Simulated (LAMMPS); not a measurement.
Simulation of a melt made from Al (fcc), 864 atoms, at 1310 K and 0 GPa, brought to that temperature within a few picoseconds.

Model: classical MD, pair style meam, file MoCoNiVFeAlCr_2nn.meam; code LAMMPS.

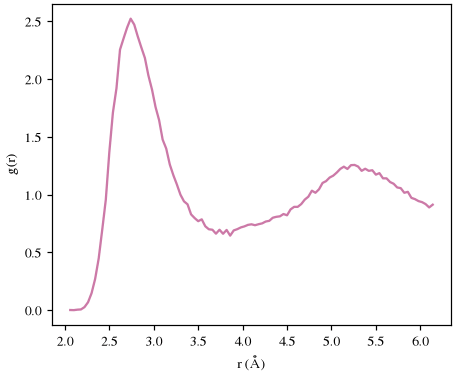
Figure: g(r) against r (Å)

The data show:
- state found: liquid
- first peak of g(r): 2.74 Å, height 2.5
- coordination number: 11.4 (counted to 3.78 Å)
